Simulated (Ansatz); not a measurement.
Nudged elastic band, with input and output: BSiNH$_{7}$ClO$_{2}$ (part 1 of 2)

BSiNH$_{7}$ClO$_{2}$, computed with RKS PBE/def2-SVP (Ansatz 0.2.0).

It belongs to a series of runs on one base structure; here: band between the two ends.

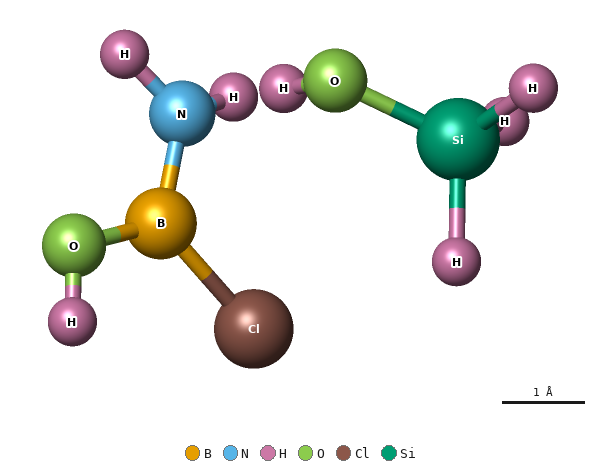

The starting structure (ball-and-stick view, seen at a tilt). Bond lengths as drawn: B–Cl 1.79 Å, B–N 1.42 Å, B–O 1.36 Å, H–N 1.02 Å, H–O 0.97 to 0.99 Å, H–Si 1.50 to 1.51 Å and O–Si 1.68 Å.

Summary

| quantity | value |
| --- | --- |
| outcome | converged |
| barrier, forward | 0.555 eV |
| barrier, backward | 1.091 eV |
| hardware | 4 threads of Intel Xeon (Granite Rapids), 32 GiB of memory available, shared host |
| wall time | 4.1 min (CPU time 15 min) |
| peak memory | 0.2 GiB |

The order of the saddle point was not checked.

The input
```yaml
crystal:
  periodic: [false, false, false]
  atoms:
    - { symbol: B, position_ang: [0.193836, -0.670287, 0.409165] }
    - { symbol: "N", position_ang: [0.16387, -0.108023, 1.71722] }
    - { symbol: H, position_ang: [-0.63248, -0.258423, 2.33682] }
    - { symbol: H, position_ang: [1.041138, 0.076428, 2.209069] }
    - { symbol: O, position_ang: [1.369395, -0.732084, -0.276394] }
    - { symbol: H, position_ang: [1.249793, -1.044128, -1.190119] }
    - { symbol: Cl, position_ang: [-1.350101, -1.213805, -0.323387] }
    - { symbol: O, position_ang: [-0.55006, 2.531232, 0.664254] }
    - { symbol: Si, position_ang: [-2.144517, 2.696129, 0.177586] }
    - { symbol: H, position_ang: [-2.426324, 2.053391, -1.158998] }
    - { symbol: H, position_ang: [-3.112426, 2.104145, 1.178444] }
    - { symbol: H, position_ang: [-2.412238, 4.168714, 0.052531] }
    - { symbol: H, position_ang: [-0.301987, 1.658914, 1.05521] }
basis:
  gaussian: { orbitals: def2-SVP }
hamiltonian:
  xc: pbe
neb:
  order_check: false
  images: 7
  f_tol: 0.05
  max_iterations: 60
  final_atoms:
    - { symbol: B, position_ang: [-0.15545634, 0.30041861, 0.31411325] }
    - { symbol: "N", position_ang: [0.24447528, 0.13957671, 1.91668855] }
    - { symbol: H, position_ang: [-0.59557046, 0.20900504, 2.50750621] }
    - { symbol: H, position_ang: [0.68035201, -0.7807667, 2.0727102] }
    - { symbol: O, position_ang: [1.02527419, -0.11939768, -0.33452382] }
    - { symbol: H, position_ang: [0.99623269, 0.1296499, -1.27327538] }
    - { symbol: Cl, position_ang: [-1.64068758, -0.92409778, 0.16775095] }
    - { symbol: O, position_ang: [-0.57180419, 1.64652694, 0.11814625] }
    - { symbol: Si, position_ang: [-2.10843816, 2.26627817, -0.14906512] }
    - { symbol: H, position_ang: [-2.72211008, 1.78784453, -1.43512171] }
    - { symbol: H, position_ang: [-3.04658139, 1.97042347, 0.99441769] }
    - { symbol: H, position_ang: [-1.93240593, 3.75854753, -0.22732638] }
    - { symbol: H, position_ang: [0.91461897, 0.87819428, 2.17938033] }
  initial_path:
    images:
      - { positions_ang: [[0.193836, -0.670287, 0.409165], [0.16387, -0.108023, 1.71722], [-0.63248, -0.258423, 2.33682], [1.041138, 0.076428, 2.209069], [1.369395, -0.732084, -0.276394], [1.249793, -1.044128, -1.190119], [-1.350101, -1.213805, -0.323387], [-0.55006, 2.531232, 0.664254], [-2.144517, 2.696129, 0.177586], [-2.426324, 2.053391, -1.158998], [-3.112426, 2.104145, 1.178444], [-2.412238, 4.168714, 0.052531], [-0.301987, 1.658914, 1.05521]] }
      - { positions_ang: [[0.14461656, -0.50350257, 0.30718383], [0.12881318, -0.07583944, 1.76314077], [-0.68546656, -0.25587852, 2.36425728], [1.00750322, 0.13306581, 2.26056398], [1.32905136, -0.55055408, -0.3875108], [1.31496638, -1.02265608, -1.10960837], [-1.41925653, -0.91605225, -0.46900781], [-0.53775098, 2.2848293, 0.6302093], [-2.10642453, 2.58301745, 0.18183812], [-2.52988382, 1.85883174, -0.9926858], [-2.99206952, 2.24016961, 1.24470999], [-2.25985837, 3.98026961, -0.12463319], [-0.30634138, 1.50650245, 1.1829437]] }
      - { positions_ang: [[0.09539712, -0.33671815, 0.20520266], [0.09375637, -0.04365588, 1.80906154], [-0.73845313, -0.25333405, 2.39169456], [0.97386843, 0.18970361, 2.31205896], [1.28870772, -0.36902416, -0.49862761], [1.38013976, -1.00118417, -1.02909774], [-1.48841206, -0.6182995, -0.61462862], [-0.52544195, 2.03842659, 0.5961646], [-2.06833207, 2.46990591, 0.18609024], [-2.63344363, 1.66427247, -0.8263736], [-2.87171303, 2.37619421, 1.31097598], [-2.10747875, 3.79182521, -0.30179737], [-0.31069577, 1.3540909, 1.3106774]] }
      - { positions_ang: [[0.04617768, -0.16993372, 0.10322149], [0.05869955, -0.01147233, 1.85498232], [-0.79143969, -0.25078957, 2.41913183], [0.94023365, 0.24634142, 2.36355394], [1.24836408, -0.18749425, -0.60974441], [1.44531313, -0.97971225, -0.94858711], [-1.55756759, -0.32054675, -0.76024942], [-0.51313293, 1.79202389, 0.5621199], [-2.0302396, 2.35679436, 0.19034235], [-2.73700345, 1.46971321, -0.6600614], [-2.75135655, 2.51221882, 1.37724197], [-1.95509912, 3.60338082, -0.47896156], [-0.31505015, 1.20167935, 1.4384111]] }
      - { positions_ang: [[-0.00304176, -0.0031493, 0.00124033], [0.02364274, 0.02071123, 1.90090309], [-0.84442626, -0.24824509, 2.44656911], [0.90659887, 0.30297922, 2.41504892], [1.20802044, -0.00596433, -0.72086122], [1.51048651, -0.95824034, -0.86807648], [-1.62672312, -0.022794, -0.90587023], [-0.50082391, 1.54562118, 0.52807519], [-1.99214714, 2.24368282, 0.19459447], [-2.84056327, 1.27515395, -0.49374919], [-2.63100007, 2.64824342, 1.44350795], [-1.8027195, 3.41493642, -0.65612574], [-0.31940454, 1.0492678, 1.5661448]] }
      - { positions_ang: [[-0.04114541, 0.07274268, 0.07945856], [0.07885087, 0.0504276, 1.90484945], [-0.78221231, -0.13393256, 2.46180339], [0.85003715, 0.03204274, 2.32946424], [1.16233387, -0.03432267, -0.62427687], [1.38192306, -0.68626778, -0.9693762], [-1.63021424, -0.24811994, -0.63746494], [-0.51856898, 1.57084762, 0.42559296], [-2.02121989, 2.24933166, 0.10867957], [-2.81094997, 1.40332659, -0.72909232], [-2.7348954, 2.47878843, 1.33123539], [-1.8351411, 3.5008392, -0.5489259], [-0.01089866, 1.00649942, 1.71945368]] }
      - { positions_ang: [[-0.07924905, 0.14863466, 0.15767679], [0.13405901, 0.08014397, 1.90879582], [-0.71999836, -0.01962003, 2.47703766], [0.79347544, -0.23889374, 2.24387956], [1.11664731, -0.06268101, -0.52769252], [1.2533596, -0.41429522, -1.07067593], [-1.63370535, -0.47344589, -0.36905964], [-0.53631405, 1.59607406, 0.32311072], [-2.05029265, 2.25498049, 0.02276467], [-2.78133667, 1.53149924, -0.96443545], [-2.83879073, 2.30933345, 1.21896282], [-1.86756271, 3.58674198, -0.44172606], [0.29760722, 0.96373104, 1.87276256]] }
      - { positions_ang: [[-0.1173527, 0.22452664, 0.23589502], [0.18926714, 0.10986034, 1.91274218], [-0.65778441, 0.0946925, 2.49227193], [0.73691373, -0.50983022, 2.15829488], [1.07096075, -0.09103935, -0.43110817], [1.12479615, -0.14232266, -1.17197565], [-1.63719646, -0.69877184, -0.10065435], [-0.55405912, 1.6213005, 0.22062849], [-2.0793654, 2.26062933, -0.06315022], [-2.75172338, 1.65967188, -1.19977858], [-2.94268606, 2.13987846, 1.10669025], [-1.89998432, 3.67264475, -0.33452622], [0.60611309, 0.92096266, 2.02607144]] }
      - { positions_ang: [[-0.15545634, 0.30041861, 0.31411325], [0.24447528, 0.13957671, 1.91668855], [-0.59557046, 0.20900504, 2.50750621], [0.68035201, -0.7807667, 2.0727102], [1.02527419, -0.11939768, -0.33452382], [0.99623269, 0.1296499, -1.27327538], [-1.64068758, -0.92409778, 0.16775095], [-0.57180419, 1.64652694, 0.11814625], [-2.10843816, 2.26627817, -0.14906512], [-2.72211008, 1.78784453, -1.43512171], [-3.04658139, 1.97042347, 0.99441769], [-1.93240593, 3.75854753, -0.22732638], [0.91461897, 0.87819428, 2.17938033]] }
```

Command:
```bash
ansatz run input.yaml --threads 4 --pin off --max-ram 5120MiB --backend cpu --events-out ev --progress --plain --runs-dir out
```

What the program printed
```
Engine: ansatz 0.2.0, x86_64-unknown-linux-gnu
Functional definition: PBE
  parameter kappa = 0.804
  parameter beta = 0.06672455060314922
  exchange = pbe_x(kappa = kappa, mu = beta*pi^2/3)
  correlation = pbe_c(beta = beta)
1409 factors; their error is unknown
mean field evaluation 1: about -26737.4877 eV, gradient 8.8e1 eV
mean field evaluation 2: about -26683.4669 eV, gradient 1.8e2 eV
mean field evaluation 4: about -26751.1520 eV, gradient 1.7e1 eV
mean field evaluation 8: about -26751.6602 eV, gradient 2.8e-1 eV
mean field evaluation 16: about -26751.5869 eV, gradient 1.5e-3 eV
mean field -26751.58685928 eV, -983.1026842017 hartree, gradient 7.2e-5 eV, S^2 0.000000; 0 other end points of the search recorded, 0 dependent functions left out
the calculation of the forces begins
reference -26751.58689972 eV, -983.1026856877 hartree; 33, 33 occupied and 94, 94 virtual orbitals, 1409 factors
1409 factors; their error is unknown
mean field evaluation 32: about -26752.1223 eV, gradient 2.6e-3 eV
mean field -26752.12234878 eV, -983.1223630778 hartree, gradient 3.2e-5 eV, S^2 0.000000; 0 other end points of the search recorded, 0 dependent functions left out
[... from here on the field's lines of each further geometry are left out, up to the last ...]
NEB iter   1: max|band force component| = 4.414e1 eV/Å  barrier→ = 8.9465 eV  barrier← = 9.4820 eV  Δτ_max = 0.1989 Å  (260 SCF iters)
NEB iter   2: max|band force component| = 3.215e0 eV/Å  barrier→ = 2.5619 eV  barrier← = 3.0973 eV  Δτ_max = 0.2000 Å  (241 SCF iters)
NEB iter   3: max|band force component| = 1.770e0 eV/Å  barrier→ = 1.3876 eV  barrier← = 1.9231 eV  Δτ_max = 0.2000 Å  (221 SCF iters)
NEB iter   4: max|band force component| = 7.055e0 eV/Å  barrier→ = 0.8773 eV  barrier← = 1.4128 eV  Δτ_max = 0.1013 Å  (225 SCF iters)
NEB iter   5: max|band force component| = 1.368e0 eV/Å  barrier→ = 0.7468 eV  barrier← = 1.2823 eV  Δτ_max = 0.1996 Å  (216 SCF iters)
NEB iter   6: max|band force component| = 1.227e0 eV/Å  barrier→ = 0.7402 eV  barrier← = 1.2757 eV  Δτ_max = 0.1949 Å  (208 SCF iters)
NEB iter   7: max|band force component| = 1.298e0 eV/Å  barrier→ = 0.6685 eV  barrier← = 1.2040 eV  Δτ_max = 0.1001 Å  (221 SCF iters)
NEB iter   8: max|band force component| = 5.878e-1 eV/Å  barrier→ = 0.5556 eV  barrier← = 1.0911 eV  Δτ_max = 0.1914 Å  (210 SCF iters)
NEB iter   9: max|band force component| = 1.065e0 eV/Å  barrier→ = 0.4749 eV  barrier← = 1.0104 eV  Δτ_max = 0.1003 Å  (219 SCF iters)
NEB iter  10: max|band force component| = 5.426e-1 eV/Å  barrier→ = 0.3638 eV  barrier← = 0.8993 eV  Δτ_max = 0.2000 Å  (209 SCF iters)
NEB iter  11: max|band force component| = 9.245e-1 eV/Å  barrier→ = 0.5265 eV  barrier← = 1.0620 eV  Δτ_max = 0.1003 Å  (223 SCF iters)
NEB iter  12: max|band force component| = 7.150e-1 eV/Å  barrier→ = 0.6689 eV  barrier← = 1.2044 eV  Δτ_max = 0.1001 Å  (210 SCF iters)
NEB iter  13: max|band force component| = 6.795e-1 eV/Å  barrier→ = 0.7151 eV  barrier← = 1.2506 eV  Δτ_max = 0.1007 Å  (209 SCF iters)
NEB iter  14: max|band force component| = 5.455e-1 eV/Å  barrier→ = 0.6972 eV  barrier← = 1.2327 eV  Δτ_max = 0.0996 Å  (209 SCF iters)
NEB iter  15: max|band force component| = 5.559e-1 eV/Å  barrier→ = 0.6571 eV  barrier← = 1.1926 eV  Δτ_max = 0.0503 Å  (207 SCF iters)
NEB iter  16: max|band force component| = 5.499e-1 eV/Å  barrier→ = 0.6146 eV  barrier← = 1.1501 eV  Δτ_max = 0.0502 Å  (205 SCF iters)
NEB iter  17: max|band force component| = 3.591e-1 eV/Å  barrier→ = 0.5784 eV  barrier← = 1.1139 eV  CI = image 4  Δτ_max = 0.1006 Å  (212 SCF iters)
NEB iter  18: max|band force component| = 5.834e-1 eV/Å  barrier→ = 0.5752 eV  barrier← = 1.1107 eV  CI = image 4  Δτ_max = 0.0999 Å  (209 SCF iters)
NEB iter  19: max|band force component| = 5.707e-1 eV/Å  barrier→ = 0.6259 eV  barrier← = 1.1614 eV  CI = image 4  Δτ_max = 0.0634 Å  (207 SCF iters)
NEB iter  20: max|band force component| = 1.851e-1 eV/Å  barrier→ = 0.6156 eV  barrier← = 1.1511 eV  CI = image 4  Δτ_max = 0.1001 Å  (205 SCF iters)
NEB iter  21: max|band force component| = 1.184e-1 eV/Å  barrier→ = 0.6115 eV  barrier← = 1.1470 eV  CI = image 4  Δτ_max = 0.0882 Å  (200 SCF iters)
NEB iter  22: max|band force component| = 7.499e-2 eV/Å  barrier→ = 0.6101 eV  barrier← = 1.1456 eV  CI = image 4  Δτ_max = 0.0645 Å  (201 SCF iters)
NEB iter  23: max|band force component| = 5.125e-2 eV/Å  barrier→ = 0.6085 eV  barrier← = 1.1440 eV  CI = image 4  Δτ_max = 0.0313 Å  (211 SCF iters)
NEB iter  24: max|band force component| = 4.376e-2 eV/Å  barrier→ = 0.6078 eV  barrier← = 1.1433 eV  CI = image 4  Δτ_max = 0.0374 Å  (206 SCF iters)
NEB iter  25: max|band force component| = 4.415e-2 eV/Å  barrier→ = 0.6069 eV  barrier← = 1.1424 eV  CI = image 4  Δτ_max = 0.0474 Å  (31 SCF iters)
NEB iter  26: max|band force component| = 5.876e-2 eV/Å  barrier→ = 0.6059 eV  barrier← = 1.1414 eV  CI = image 4  Δτ_max = 0.0237 Å  (31 SCF iters)
NEB iter  27: max|band force component| = 7.453e-2 eV/Å  barrier→ = 0.6053 eV  barrier← = 1.1408 eV  CI = image 4  Δτ_max = 0.0474 Å  (211 SCF iters)
NEB iter  28: max|band force component| = 9.155e-2 eV/Å  barrier→ = 0.6041 eV  barrier← = 1.1396 eV  CI = image 4  Δτ_max = 0.0945 Å  (209 SCF iters)
NEB iter  29: max|band force component| = 7.822e-2 eV/Å  barrier→ = 0.6023 eV  barrier← = 1.1378 eV  CI = image 4  Δτ_max = 0.0949 Å  (209 SCF iters)
NEB iter  30: max|band force component| = 8.309e-2 eV/Å  barrier→ = 0.5995 eV  barrier← = 1.1349 eV  CI = image 4  Δτ_max = 0.0952 Å  (209 SCF iters)
NEB iter  31: max|band force component| = 1.606e-1 eV/Å  barrier→ = 0.5957 eV  barrier← = 1.1312 eV  CI = image 4  Δτ_max = 0.0475 Å  (208 SCF iters)
NEB iter  32: max|band force component| = 5.398e-2 eV/Å  barrier→ = 0.5935 eV  barrier← = 1.1290 eV  CI = image 4  Δτ_max = 0.0951 Å  (207 SCF iters)
NEB iter  33: max|band force component| = 8.264e-2 eV/Å  barrier→ = 0.5886 eV  barrier← = 1.1241 eV  CI = image 4  Δτ_max = 0.0475 Å  (206 SCF iters)
NEB iter  34: max|band force component| = 7.819e-2 eV/Å  barrier→ = 0.5858 eV  barrier← = 1.1213 eV  CI = image 4  Δτ_max = 0.0475 Å  (207 SCF iters)
NEB iter  35: max|band force component| = 8.476e-2 eV/Å  barrier→ = 0.5830 eV  barrier← = 1.1185 eV  CI = image 4  Δτ_max = 0.0237 Å  (208 SCF iters)
NEB iter  36: max|band force component| = 8.754e-2 eV/Å  barrier→ = 0.5815 eV  barrier← = 1.1170 eV  CI = image 4  Δτ_max = 0.0237 Å  (209 SCF iters)
NEB iter  37: max|band force component| = 8.992e-2 eV/Å  barrier→ = 0.5799 eV  barrier← = 1.1154 eV  CI = image 4  Δτ_max = 0.0475 Å  (208 SCF iters)
NEB iter  38: max|band force component| = 9.420e-2 eV/Å  barrier→ = 0.5768 eV  barrier← = 1.1123 eV  CI = image 4  Δτ_max = 0.0475 Å  (208 SCF iters)
NEB iter  39: max|band force component| = 9.732e-2 eV/Å  barrier→ = 0.5736 eV  barrier← = 1.1091 eV  CI = image 4  Δτ_max = 0.0475 Å  (206 SCF iters)
NEB iter  40: max|band force component| = 1.466e-1 eV/Å  barrier→ = 0.5704 eV  barrier← = 1.1059 eV  CI = image 4  Δτ_max = 0.0237 Å  (208 SCF iters)
```
